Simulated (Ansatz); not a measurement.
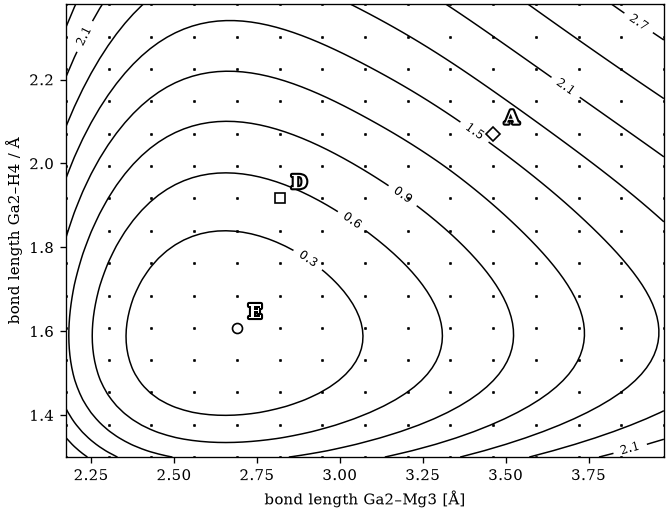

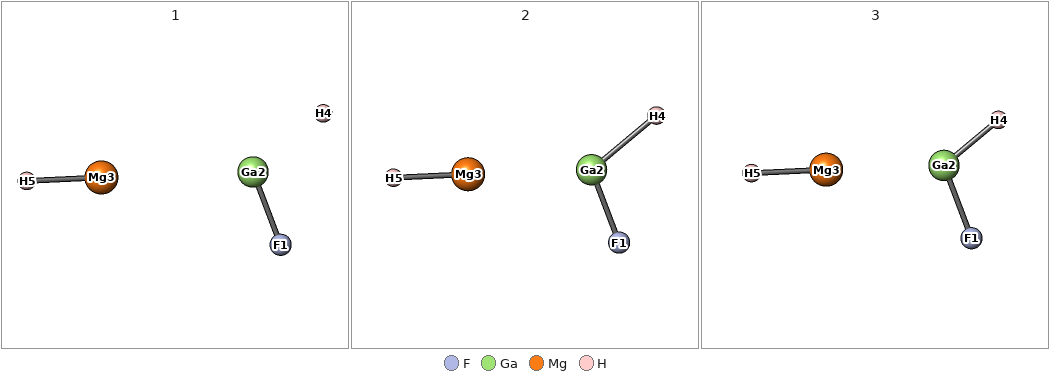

FGaH₂Mg. The first coordinate is: bond length Ga2–Mg3; the second: bond length Ga2–H4. Nothing is relaxed (all other coordinates rigid). Grid: 15 × 15 points. Energies: eV, counted from the relaxed molecule at the same level. The reference is spin-restricted, which grows unreliable where a bond is stretched far. All numbers below come from Ansatz, RKS PBE0-D4/def2-TZVP.

In the figure: contour lines labelled in eV, dots at the grid points, lettered points. Between grid points the surface is interpolated. The numbered pictures are the structures at these points, in random order.

Q: Which structure belongs to which point?

A: A is structure 1: bond length Ga2–Mg3 = 3.462 Å, bond length Ga2–H4 = 2.071 Å, 1.56 eV; D is structure 2: bond length Ga2–Mg3 = 2.818 Å, bond length Ga2–H4 = 1.917 Å, 0.52 eV; E is structure 3: bond length Ga2–Mg3 = 2.689 Å, bond length Ga2–H4 = 1.608 Å, 0.007 eV.
